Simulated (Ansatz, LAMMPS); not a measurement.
# Electronic structure of liquid (Cs,Na)I at 1400 K (70 atoms)

What does DFT give for liquid (Cs,Na)I at 1400 K (70 atoms) as built?

Main program and level: Ansatz 0.2.0; Kohn-Sham DFT, PBE, PAW (set soft_2, large core), plane waves.

## Step 1: Set-up

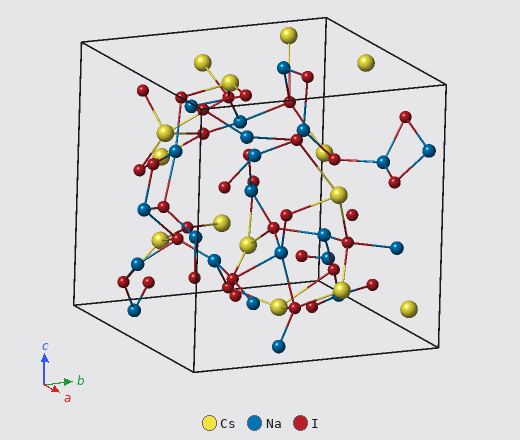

The starting structure, seen slightly off an axis (caesium yellow, sodium blue, iodine red). Bonds to atoms that aren't drawn are left out. Some periodic images of atoms are drawn too.

The cell holds 70 atoms: 13 Cs, 22 Na and 35 I. Its edges and angles: a = 17.101 Å, b = 17.101 Å, c = 17.101 Å, α = 90.0°, β = 90.0°, γ = 90.0°. 70 atoms (13 Cs, 22 Na, 35 I) placed at random at 2.98 g/cm³, melted at 1600 K for 10 ps at fixed volume with the Lennard-Jones and Coulomb ion parameters for SPC/E (Joung and Cheatham, J. Phys. Chem. B 112, 9020 (2008)), full charges. Snapshot at the end of a hold of 15 ps at 1400 K and zero pressure.

Limits known from the start: The network of bonds at the start is that of the classical potential that made the cell, and needn't be the one that DFT or experiment would give. The ion parameters were fitted for water, not for melts, so the density of this cell may lie well off the real melt's. Only the Γ point is sampled, in a cell whose shortest periodic width is 17 Å. No spin–orbit coupling is included, so levels derived from the heavy atoms are approximate.

## Step 2: How the cell was made

A classical potential makes the cell, at a small fraction of what the same run would cost in DFT.

This step: classical MD, Lennard-Jones and Coulomb ion parameters for SPC/E (Joung and Cheatham, J. Phys. Chem. B 112, 9020 (2008)), full charges (LAMMPS 22 Jul 2025 - Update 4).

in.lmp reads:

```
# melt-quench of Cs13Na22I35
units metal
atom_style charge
boundary p p p
region box block 0 15.4975 0 15.4975 0 15.4975
create_box 3 box
mass 1 132.9055   # Cs
mass 2 22.9898   # Na
mass 3 126.9045   # I
create_atoms 1 random 13 26145 NULL overlap 2.2 maxtry 2000
create_atoms 2 random 22 26152 NULL overlap 2.2 maxtry 2000
create_atoms 3 random 35 26159 NULL overlap 2.2 maxtry 2000
pair_style lj/cut/coul/long 9.0
pair_modify mix arithmetic tail yes
pair_coeff 1 1 0.003897 3.6010   # Cs
pair_coeff 2 2 0.015292 2.1595   # Na
pair_coeff 3 3 0.001855 5.2011   # I
set type 1 charge 1
set type 2 charge 1
set type 3 charge -1
kspace_style pppm 1.0e-4
neigh_modify delay 0 every 1 check yes
thermo_style custom step time temp pe press density
thermo_modify norm yes
timestep 0.002
thermo 100
min_style cg
minimize 1e-4 1e-4 200 2000
reset_timestep 0
velocity all create 1600 26146 mom yes dist gaussian
fix lim all nve/limit 0.05
fix lan all langevin 1600 1600 0.2 26147 zero yes
thermo 500
run 1000 post no
# [... 34 lines left out ...]
compute msd all msd com yes
thermo 1875
fix md all npt temp 1200 1200 0.2 iso 0 0 2
run 7500 post no
print "== T1200: mean square displacement over the hold $(c_msd[4]:%.2f) A^2"
unfix md
uncompute msd
write_dump all custom T1200.dump id type xs ys zs modify sort id
```

Started as:

```sh
lmp -in in.lmp -log none -nocite
```

Numbers of over 12 decimals in the logs are rounded to 6 here.

Log:

```text
LAMMPS (22 Jul 2025 - Update 4)
Created orthogonal box = (0 0 0) to (15.4975 15.4975 15.4975)
Created 13 atoms
Created 22 atoms
Created 35 atoms
PPPM initialization ...
  G vector (1/distance) = 0.30385659
  grid = 10 10 10
  estimated relative force accuracy = 7.2839618e-05
   Step          Time           Temp          PotEng         Press         Density
         0   0              0              12.949758      1606232.7      2.9780275
       100   0.2            0             -3.3362289     -2310.8626      2.9780275
       124   0.248          0             -3.3559514     -4370.2704      2.9780275
[... 53 lines left out ...]
== T1400: mean square displacement over the hold 85.59 A^2
   Step          Time           Temp          PotEng         Press         Density
[... 5 lines left out ...]
Loop time of 1.62686 s on 1 MPI rank(s) for 2500 steps with 70 atoms
   Step          Time           Temp          PotEng         Press         Density
[... 2 lines left out ...]
     31875   63.75          1220.0882     -3.1556117      3260.7688      2.6407805
     33750   67.5           1200.4598     -3.1438675      2483.6169      2.5582801
     35625   71.25          1020.5546     -3.1807893     -1705.4047      2.5146856
     36000   72             1186.3975     -3.1663662     -2923.2162      2.5899702
Loop time of 3.16879 s on 1 MPI rank(s) for 7500 steps with 70 atoms
== T1200: mean square displacement over the hold 47.50 A^2
```

Wall time 22 s (1 thread of Intel Xeon at 2.80GHz (Skylake/Cascade Lake), shared host); peak memory 0.34 GiB.

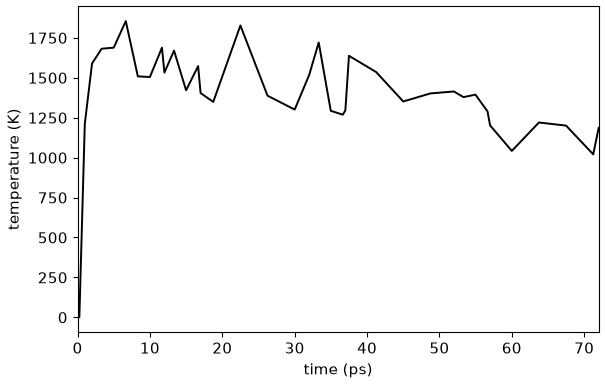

Temperature against time.

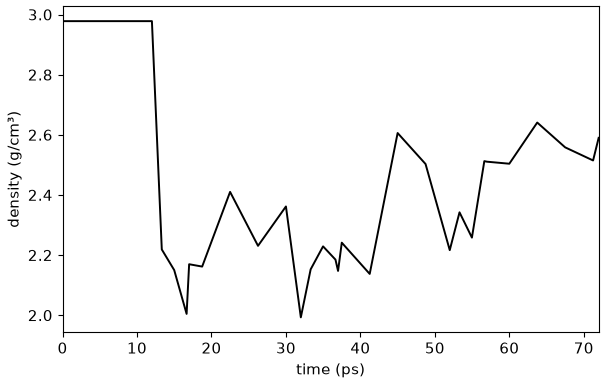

Density against time.

## Step 3: Plane-wave single point

One self-consistent run at the given positions yields energy and forces.

input.yaml reads:

```yaml
crystal:
  lattice:
    - [17.1009, 0.0, 0.0]
    - [0.0, 17.1009, 0.0]
    - [0.0, 0.0, 17.1009]
  atoms:
    - { symbol: Cs, position: [0.8574, 0.94582, 0.11518] }
    - { symbol: Cs, position: [0.00478, 0.3385, 0.53398] }
    - { symbol: Cs, position: [0.15411, 0.77135, 0.99217] }
    - { symbol: Cs, position: [0.20888, 0.24266, 0.27696] }
    - { symbol: Cs, position: [0.22332, 0.24329, 0.68838] }
    - { symbol: Cs, position: [0.00045, 0.59706, 0.25606] }
    - { symbol: Cs, position: [0.39878, 0.9692, 0.93209] }
    - { symbol: Cs, position: [0.51491, 0.35741, 0.94295] }
    - { symbol: Cs, position: [0.39725, 0.50913, 0.28232] }
    - { symbol: Cs, position: [0.39548, 0.81158, 0.60368] }
    - { symbol: Cs, position: [0.97333, 0.58677, 0.61216] }
    - { symbol: Cs, position: [0.13365, 0.43241, 0.9152] }
    - { symbol: Cs, position: [0.62567, 0.52829, 0.10293] }
    - { symbol: Na, position: [0.7618, 0.34205, 0.73174] }
    - { symbol: Na, position: [0.22322, 0.92539, 0.1491] }
    - { symbol: Na, position: [0.5523, 0.2949, 0.28293] }
    - { symbol: Na, position: [0.58413, 0.1073, 0.72385] }
    - { symbol: Na, position: [0.2633, 0.52875, 0.71454] }
    - { symbol: Na, position: [0.71804, 0.89266, 0.64313] }
    - { symbol: Na, position: [0.38024, 0.06655, 0.24666] }
    - { symbol: Na, position: [0.76507, 0.46121, 0.35204] }
    - { symbol: Na, position: [0.88401, 0.99562, 0.71934] }
    - { symbol: Na, position: [0.57924, 0.63068, 0.75403] }
    - { symbol: Na, position: [0.38304, 0.6402, 0.94017] }
    - { symbol: Na, position: [0.7429, 0.11963, 0.43699] }
    - { symbol: Na, position: [0.95138, 0.84227, 0.38142] }
    - { symbol: Na, position: [0.94318, 0.21815, 0.8595] }
    - { symbol: Na, position: [0.90213, 0.39398, 0.0364] }
    - { symbol: Na, position: [0.55238, 0.80879, 0.10441] }
    - { symbol: Na, position: [0.15336, 0.17212, 0.00339] }
    - { symbol: Na, position: [0.92682, 0.27213, 0.21798] }
    - { symbol: Na, position: [0.51594, 0.45581, 0.52442] }
    - { symbol: Na, position: [0.69701, 0.10967, 0.92347] }
    - { symbol: Na, position: [0.71307, 0.66118, 0.38729] }
    - { symbol: Na, position: [0.45257, 0.0504, 0.47369] }
    - { symbol: I, position: [0.92976, 0.42955, 0.82542] }
    - { symbol: I, position: [0.3606, 0.79641, 0.0117] }
    - { symbol: I, position: [0.48642, 0.3872, 0.1565] }
    - { symbol: I, position: [0.43504, 0.2003, 0.34422] }
    - { symbol: I, position: [0.28239, 0.71963, 0.77688] }
    - { symbol: I, position: [0.81938, 0.49673, 0.15168] }
    - { symbol: I, position: [0.66749, 0.72782, 0.23779] }
    - { symbol: I, position: [0.4438, 0.08684, 0.64131] }
    - { symbol: I, position: [0.34203, 0.43797, 0.83695] }
    - { symbol: I, position: [0.82793, 0.4465, 0.5117] }
    - { symbol: I, position: [0.38848, 0.93635, 0.35471] }
    - { symbol: I, position: [0.18935, 0.56668, 0.03173] }
    - { symbol: I, position: [0.57922, 0.64154, 0.95589] }
    - { symbol: I, position: [0.68933, 0.99227, 0.79858] }
    - { symbol: I, position: [0.59773, 0.51061, 0.39911] }
    - { symbol: I, position: [0.0456, 0.28143, 0.07224] }
    - { symbol: I, position: [0.89664, 0.852, 0.61582] }
    - { symbol: I, position: [0.65188, 0.03035, 0.5372] }
    - { symbol: I, position: [0.86552, 0.07402, 0.95814] }
    - { symbol: I, position: [0.06731, 0.89444, 0.12057] }
    - { symbol: I, position: [0.88134, 0.67501, 0.40033] }
    - { symbol: I, position: [0.47758, 0.98336, 0.10766] }
    - { symbol: I, position: [0.75095, 0.27308, 0.26568] }
    - { symbol: I, position: [0.82787, 0.18997, 0.6414] }
    - { symbol: I, position: [0.88569, 0.04937, 0.32572] }
    - { symbol: I, position: [0.59537, 0.75319, 0.63605] }
    - { symbol: I, position: [0.59766, 0.40122, 0.68684] }
    - { symbol: I, position: [0.51086, 0.16032, 0.90497] }
    - { symbol: I, position: [0.23275, 0.08443, 0.13982] }
    - { symbol: I, position: [0.12694, 0.44722, 0.64269] }
    - { symbol: I, position: [0.73592, 0.31212, 0.95626] }
    - { symbol: I, position: [0.36313, 0.53994, 0.51199] }
    - { symbol: I, position: [0.13451, 0.18644, 0.52996] }
    - { symbol: I, position: [0.12127, 0.19676, 0.8284] }
    - { symbol: I, position: [0.10082, 0.40578, 0.28333] }
kpoints:
  mp_grid: { grid: [1, 1, 1] }
hamiltonian:
  xc: pbe
  pseudopotentials: { kind: paw, core: large }
scf:
  occupations: { method: fixed }
output:
  forces: true
  stress: true
  populations: true
  dos:
    method: { smearing: { sigma: 0.15 } }
    de: 0.1
    projected: { site_lists: { Cs: [Cs], I: [I], Na: [Na] } }
  eigenvalues: true
  write_density: true
  write_potential: true
  volumetric_format: npy
```

Started as:

```sh
ansatz run input.yaml --threads 8 --pin off --max-ram 15872MiB --backend cpu --events-out ev --progress --plain --runs-dir out
```

Log:

```text
Engine: ansatz 0.2.0, x86_64-unknown-linux-gnu
Pseudopotentials: kind: paw
Pseudopotential: Cs, paw, valence charge 9, recommended cutoff 420 eV (normal), Cs.paw.azcp
Pseudopotential: Na, paw, valence charge 9, recommended cutoff 420 eV (normal), Na.paw.azcp
Pseudopotential: I, paw, valence charge 7, recommended cutoff 420 eV (normal), I.paw.azcp#standard-large-core
[... 5 lines on functional and potentials left out ...]
Crystal: 70 atoms, lattice volume = 5001.001 Å³
Basis set: ecut = 420 eV, 97569 PW (Γ), exchange–correlation on 240×240×240 points (8 copies of the dense FFT grid, shifted against one another)
Bands: 350, of which v1, the nominal top of the filled ones, is band 280 counted from 1 (279 counted from 0)
Symmetry: 1 space group operations
Space group: P1 (ITA 1), of the structure as read, at distance tolerance 1.7e-4 Å
k-points: 1
[... 7 lines on functional and potentials left out ...]
Initial density: superposition of atomic densities (chi_scale 0.1, normalization cell, long waves kept (reshape's long-wave potential 0.38 eV rms))
Initial wavefunctions: pseudopotential atomic-orbital guess
Functional: x = pbe(κ = 0.804, μ = 0.219515), c = pbe(β = 0.066725)
SCF iter   1: F=—  HF=-287385.242921 eV  |F-HF|=—  |Δ(HF+E_count)|=         —  Δρ=2.28e-2  dr2=3.63e1  ethr=3.10e-3  ⟨swp⟩=7.0  Hψ=1107  notcnv=0  defer=67
preconditioner: auto → Resta (q_TF=auto, 1.894 Å⁻¹)  ε∞=3.2  [insulator: Δε(μ)=1.527 eV  Ē_g=5.096 eV  n_scr=586 (ndim 8)  ℏωp=7.6 eV  f_vac=0.216  ε∞_Penn≈3.2]
SCF iter   2: F=—  HF=-287372.197910 eV  |F-HF|=—  |Δ(HF+E_count)|=    1.30e1  Δρ=8.38e-3  dr2=8.48e0  ethr=3.10e-3  ⟨swp⟩=3.0  Hψ=970  notcnv=0  defer=67
SCF iter   3: F=—  HF=-287369.395003 eV  |F-HF|=—  |Δ(HF+E_count)|=    2.80e0  Δρ=2.23e-3  dr2=8.96e-1  ethr=1.51e-3  ⟨swp⟩=4.0  Hψ=483  notcnv=0  defer=68
SCF iter   4: F=—  HF=-287369.460634 eV  |F-HF|=—  |Δ(HF+E_count)|=   6.56e-2  Δρ=6.91e-4  dr2=7.75e-2  ethr=1.60e-4  ⟨swp⟩=3.0  Hψ=557  notcnv=0  defer=68
SCF iter   5: F=—  HF=-287369.535511 eV  |F-HF|=—  |Δ(HF+E_count)|=   7.49e-2  Δρ=2.16e-4  dr2=6.91e-3  ethr=1.38e-5  ⟨swp⟩=4.0  Hψ=508  notcnv=0  defer=68
SCF iter   6: F=—  HF=-287369.546152 eV  |F-HF|=—  |Δ(HF+E_count)|=   1.06e-2  Δρ=1.10e-4  dr2=7.64e-4  ethr=1.23e-6  ⟨swp⟩=4.0  Hψ=557  notcnv=0  defer=68
SCF iter   7: F=—  HF=-287369.546959 eV  |F-HF|=—  |Δ(HF+E_count)|=   8.07e-4  Δρ=3.73e-5  dr2=1.23e-4  ethr=1.36e-7  ⟨swp⟩=2.0  Hψ=567  notcnv=0  defer=68
SCF iter   8: F=—  HF=-287369.547095 eV  |F-HF|=—  |Δ(HF+E_count)|=   1.37e-4  Δρ=1.17e-5  dr2=1.46e-5  ethr=2.19e-8  ⟨swp⟩=2.0  Hψ=567  notcnv=0  defer=68
SCF iter   9: F=—  HF=-287369.547319 eV  |F-HF|=—  |Δ(HF+E_count)|=   2.24e-4  Δρ=3.84e-6  dr2=1.85e-6  ethr=2.60e-9  ⟨swp⟩=2.0  Hψ=632  notcnv=0  defer=68
SCF iter  10: F=—  HF=-287369.547321 eV  |F-HF|=—  |Δ(HF+E_count)|=   1.59e-6  Δρ=8.37e-7  dr2=1.36e-7  ethr=3.30e-10  ⟨swp⟩=2.0  Hψ=546  notcnv=0  defer=68
SCF iter  11: F=-287369.547321 eV  HF=-287369.547321 eV  |F-HF|=2.15e-8  |Δ(HF+E_count)|=   2.66e-7  Δρ=3.30e-7  dr2=1.48e-8  ethr=1.79e-11  ⟨swp⟩=32.0  Hψ=4086  notcnv=0
SCF 1 converged in 11 iterations: F = -287369.547321 eV  dr2 = 1.48e-8
  greatest PAW one-centre occupation: 0.999 electrons in one spin orbital (limit 2), on the Na atom at site 14 (counted from 0), in its partial waves of l = 0
WARN: The output density's exchange-correlation potential varies sharply where the density is thin. Do not read a vacuum level from v_tot or v_xc, or from such a field of the output density. On a cell that repeats whose density bears no net charge and no dipole along the vacuum's axis use v_es (v_loc + v_h of the components); [...]
SCF converged after 11 iterations
Free energy (F): -287369.547321 eV
Harris-Foulkes:  -287369.547321 eV  (|F-HF|=2.15e-8)
Internal energy: -287369.547321 eV  (E = F + TS)
E sigma→0 (E₀):  -287369.547321 eV
Fermi energy:    -0.458576 eV
--- Per-component energies (eV) ---
  E_band       = -7869.629288
  E_kinetic    = 7677.722109
  E_local      = -58843.401128  (includes V_loc(G=0)·N_el)
  E_nonlocal   = 5850.988294
  E_hartree    = 22479.355724
  E_xc         = -18185.696770
  E_vxc        = -6499.915945  (∫ρ·V_xc dr)
  E_paw        = -229501.054324  (= ΣΔE_a)
  E_vpaw       = -1013.731115  (= ΣTr[D̂ρ^β])
  E_aug_tail   = 0.000823  (compensation charges beyond the density's cutoff)
  E_ewald      = -16847.462049
  E_smearing   = -0.000000  (= −TS)
  E_closure    = 0.000000  (closes the sum)
  Σ components = -287369.547321   (vs F -287369.547321, Δ=0.00e0)
--- Forces (eV/Å), atoms counted from 1 ---
  atom   1  Cs    -0.10925702    -0.01056878     0.42210890
  atom   2  Cs    -0.50154646    -0.40953929    -0.36112391
  atom   3  Cs     0.06713524    -0.57228453    -0.77242238
  atom   4  Cs     0.23809388    -0.29041467     0.41270984
  atom   5  Cs     1.76863330     0.75367321    -0.89688135
  atom   6  Cs     0.24977661    -0.39806217    -0.49716391
  atom   7  Cs    -0.02017806     0.79479593    -1.08471090
  atom   8  Cs     0.14672129     0.21336445    -0.23398758
  atom   9  Cs    -0.41902397     0.48061218     0.63416677
  atom  10  Cs    -0.15622805     0.03908167    -0.08593462
  atom  11  Cs    -0.30340551     0.12902484     0.06535994
  atom  12  Cs    -0.34478008    -0.93104897    -0.87113755
  atom  13  Cs     0.36170658    -0.21511477     0.62140662
  atom  14  Na     0.09309009    -0.00358252     0.00708082
[...]
atom  69  I     -1.17013143    -0.60128615     1.76636265
  atom  70  I     -0.52076542     0.47441322     0.13914240
  max |Σ_I F_I| component: 3.12e-5 eV/Å
--- Stress (GPa, compression-positive) ---
        0.154379       0.060109       0.003412
        0.060109       0.206592       0.013283
        0.003412       0.013283       0.144141
  P = ⅓ Tr σ = 0.1684 GPa (1.684 kbar)
--- Band table (eV) ---
  k-point 0: bands = ["-53.7883", "-52.9044", "-52.8833", "-52.8756", [... 334 levels ...], "4.5054", "4.5397", "4.5530", "4.5961", "4.6120", "4.6207", "4.6450", "4.6548", "4.6886", "4.7144", "4.7453", "4.7489"]
--- Löwdin populations: 70 sites ---
  site symbol       q [e]
     0     Cs      8.1750
     1     Cs      8.2280
     2     Cs      8.1927
[...]
69      I      7.7161
  spilling = 0.003491 (of n_electrons = 560.000000)
```

Elapsed: 23 s, on 8 threads of Intel Xeon Platinum 8488C (Sapphire Rapids), shared host; peak memory 5.4 GiB.

The column dr2 measures how far the density is from self-consistency, as an energy; F and HF (Harris–Foulkes) agree once it is small.

The program notes that potentials were chosen by core size and the exchange-correlation potential is rough where the density is thin.

The run gave:

```yaml
free_energy: -287369.5473 eV
free_energy_per_atom: -4105.2792 eV/atom
scf_cycles: 11
pressure: 0.1684 GPa
r_m_s_force_component: 0.4259 eV/Å
longest_force: 2.202 eV/Å
fermi_energy: -0.4586 eV
spacing_of_highest_filled_and_lowest_empty_level: 2.166 eV
spilling_of_the_projection: 0.003491
```

Length of the force by element:

| element | coordination | atoms | mean length of the force (eV/Å) | spread | least | most |
| --- | --- | --- | --- | --- | --- | --- |
| Cs | all | 13 | 0.822 | 0.508 | 0.182 | 2.12 |
| I | all | 35 | 0.629 | 0.418 | 0.0791 | 2.20 |
| Na | all | 22 | 0.457 | 0.251 | 0.0934 | 1.06 |

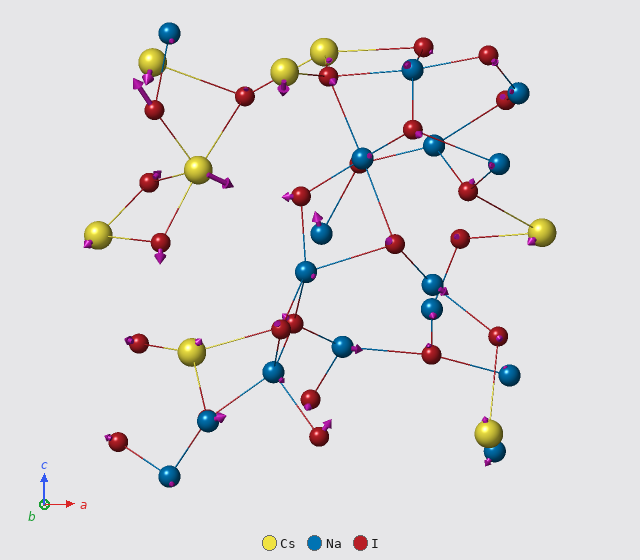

Forces as arrows; the longest in the cell is 2.20 eV/Å. Drawn is a slice 9 Å thick, seen along the normal of the ac plane. Bonds to atoms that aren't drawn are left out.

Löwdin charges by element (they lack the spilled electrons, 0.028 e an atom on average):

```
element  coordination  atoms  mean charge (e)  spread   least    most
     Cs           all     13            0.799  0.0213   0.763   0.828
      I           all     35           -0.672  0.0266  -0.744  -0.625
     Na           all     22            0.686  0.0262   0.646   0.747
```

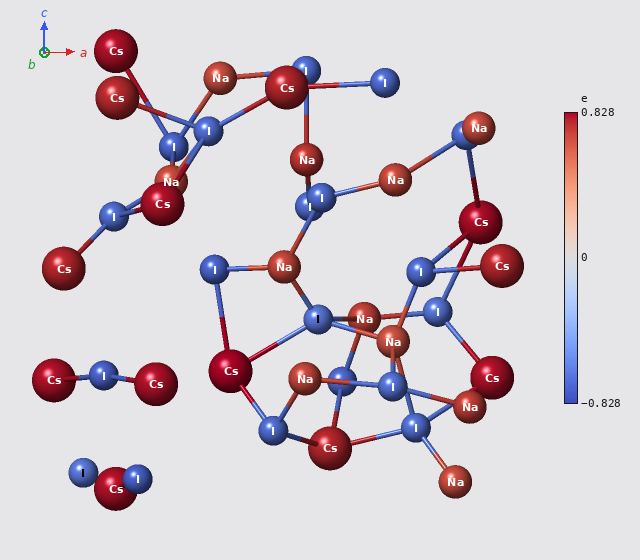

Atoms coloured by Löwdin charge. Drawn is a slice 10 Å thick, seen along the normal of the ac plane. Bonds to atoms that aren't drawn are left out.

States in the cell by windows of 1 eV, zero at the Fermi level; the larger projections on atomic orbitals stand beside the total:

```csv
from (eV),to (eV),total,I p,Cs p,Na s,I s
-18,-13,0.0,0.0,0.0,0.0,0.0
-13,-12,2.2,0.0,0.0,0.1,2.0
-12,-11,30.6,0.0,0.5,0.9,28.7
-11,-10,37.0,0.0,0.4,0.8,35.3
-10,-9,0.2,0.0,0.0,0.0,0.2
-9,-8,41.6,0.4,40.8,0.0,0.3
-8,-7,35.3,0.8,33.9,0.0,0.6
-7,-6,1.0,0.0,1.0,0.0,0.0
-6,-3,0.0,0.0,0.0,0.0,0.0
-3,-2,20.8,18.7,0.1,1.5,0.1
-2,-1,96.2,90.4,0.7,2.9,0.1
-1,0,90.0,87.4,0.4,0.7,0.1
0,1,3.0,2.9,0.0,0.0,0.0
1,2,0.1,0.0,0.0,0.0,0.0
2,3,5.8,0.4,0.0,3.4,0.4
3,4,32.5,2.3,0.0,12.5,1.0
```

With fixed occupations the program's Fermi level is the highest filled level; weight inside the gap is the broadening of levels at its edges.

Between -26 and -18 eV lie 158 more states.

The stored curve holds about 516 of the 560 electrons; the rest, give or take the few that broadening carries across the Fermi level, lie in deeper levels below its range.

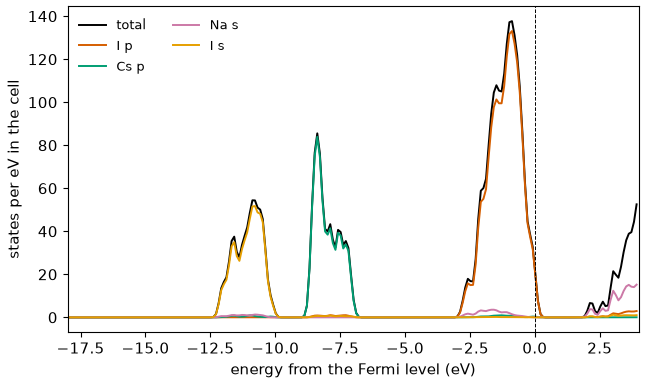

Total and projected density of states, with the broadening of the input.

[end of part 1 of 2]

[Logs are printed without paths, hosts, clocks, repeated set-up lines and the standing remarks that a program may print on its own settings, such as how far it seeks lower states.]

[Hosts, paths, dates, database ids (printed as entryN), source tags and the programs' standing remarks are cut or masked in the printed files.]
